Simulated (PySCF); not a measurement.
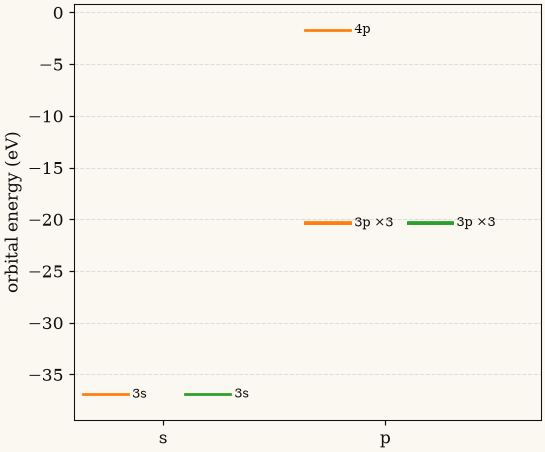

**Figure 1.** Orbital energies of the mean field, from the top down to −36.9 eV, by angular momentum, α spin at the left of each column and β at the right; ×n counts the orbitals under one label. Empty levels that the record names by l alone aren't drawn. The highest filled orbital is 4p α at −1.66 eV, the lowest empty one s α at −3.04 eV.

# Atomic calculation for K

- system: K, configuration 1s2 2s2 2p6 3s2 3p6 4p1, multiplicity 2.
- method: unrestricted PW91, aug-cc-pVQZ-X2C, spin-free X2C-1e, Gaussian nucleus (PySCF)

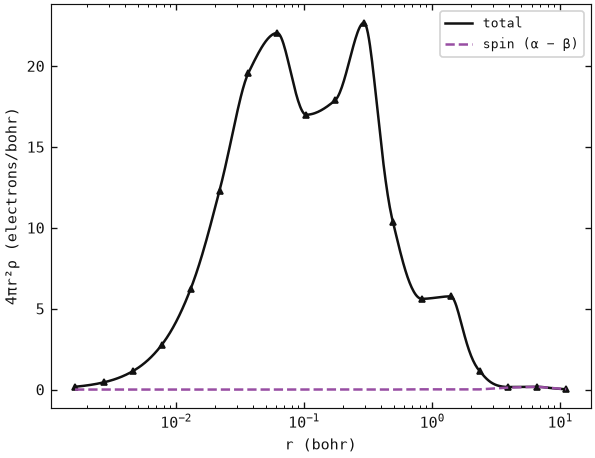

**Figure 2.** Spherically averaged radial density 4πr²ρ of the mean field and its spin part; markers are the stored points, which are sparse, and the line is a monotone interpolation between them. The largest stored value is 22.7 electrons/bohr at r = 0.29 bohr. Root-mean-square radii of the shells: 1s 0.0937, 2p 0.390, 2s 0.421, 3s 1.36, 3p 1.56, 4p 6.95 bohr.

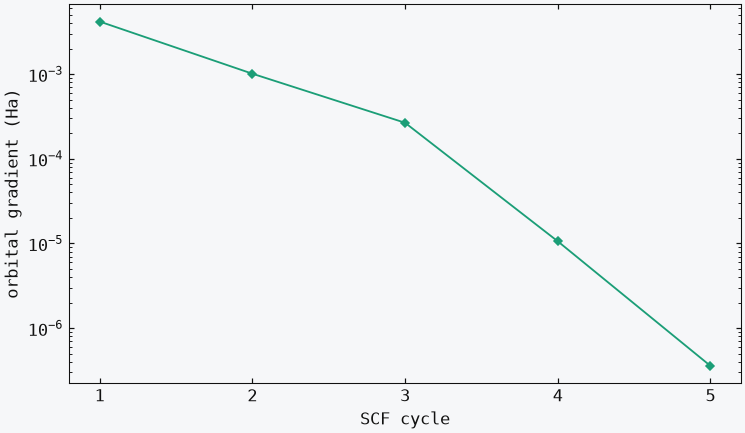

**Figure 3.** Convergence: orbital gradient against the SCF cycle. The residual falls at every step. It goes from 0.0042 to 3.6×10⁻⁷ in 5 steps.

These pictures come from the run below.

The input:
```python
from pyscf import gto, scf, dft, mp, cc
import basis_set_exchange as bse
mol = gto.M(atom="K 0 0 0", charge=0, spin=1, symmetry="D2h",
            basis=gto.basis.parse(bse.get_basis("aug-cc-pVQZ-X2C", elements=["K"], fmt="nwchem")),
            nucmod="G")
mf = dft.UKS(mol, xc="PW91,PW91").sfx2c1e()
mf.irrep_nelec = {'Ag': (3, 3), 'B1u': (2, 2), 'B2u': (3, 2), 'B3u': (2, 2)}
mf.kernel()
```

The script is an equivalent of what the driver set up; the driver started from orbitals of its own, so the log can be shorter than this script's would be, and it computed the properties (radii, ⟨L²⟩, response) afterwards. It held the occupations shell by shell, which the script's counts by irreducible representation don't always enforce.

The program's output (extracts):
```
damping factor = 0
level_shift factor = 0
DIIS = <class 'pyscf.scf.diis.CDIIS'>
diis_start_cycle = 1
diis_space = 10
diis_damp = 0
SCF conv_tol = 1e-09
SCF conv_tol_grad = None
number electrons alpha = 10  beta = 9
XC functionals = PW91,PW91
    J. P. Perdew. In P. Ziesche and H. Eschrig, editors, Proceedings of the 75. WE-Heraeus-Seminar and 21st Annual International Symposium on Electronic Structure of Solids, 11. Berlin, 1991. Akademie Verlag.
    J. P. Perdew, J. A. Chevary, S. H. Vosko, K. A. Jackson, M. R. Pederson, D. J. Singh, and C. Fiolhais.,  Phys. Rev. B 46, 6671 (1992)
    J. P. Perdew, J. A. Chevary, S. H. Vosko, K. A. Jackson, M. R. Pederson, D. J. Singh, and C. Fiolhais.,  Phys. Rev. B 48, 4978 (1993)
    J. P. Perdew. In P. Ziesche and H. Eschrig, editors, Proceedings of the 75. WE-Heraeus-Seminar and 21st Annual International Symposium on Electronic Structure of Solids, 11. Berlin, 1991. Akademie Verlag.
    J. P. Perdew, J. A. Chevary, S. H. Vosko, K. A. Jackson, M. R. Pederson, D. J. Singh, and C. Fiolhais.,  Phys. Rev. B 46, 6671 (1992)
    J. P. Perdew, J. A. Chevary, S. H. Vosko, K. A. Jackson, M. R. Pederson, D. J. Singh, and C. Fiolhais.,  Phys. Rev. B 48, 4978 (1993)
cycle= 1 E= -602.17594060186  delta_E= -0.00374  |g|= 0.00417  |ddm|= 3.71
cycle= 2 E= -602.175994601749  delta_E= -5.4e-05  |g|= 0.00101  |ddm|= 0.136
cycle= 3 E= -602.175997435043  delta_E= -2.83e-06  |g|= 0.000266  |ddm|= 0.0679
cycle= 4 E= -602.175997621845  delta_E= -1.87e-07  |g|= 1.06e-05  |ddm|= 0.0262
cycle= 5 E= -602.175997622048  delta_E= -2.03e-10  |g|= 3.58e-07  |ddm|= 0.00128
converged SCF energy = -602.175997622048  <S^2> = 0.75000481  2S+1 = 2.0000048
```

Results in brief:

| quantity | value |
| --- | --- |
| outcome | converged |
| total energy | −602.175998 hartree |
| ⟨S²⟩ | 0.750 |
| ⟨L²⟩ | 2.04 |
| SCF iterations | 5 |
| hardware | 1 CPU thread, shared host |
| CPU time | 0.68 s (integrals apart) |

Remarks:

The driver held the occupations shell by shell, and empty s levels lie below the filled 4p. This is not the ground configuration of the species.
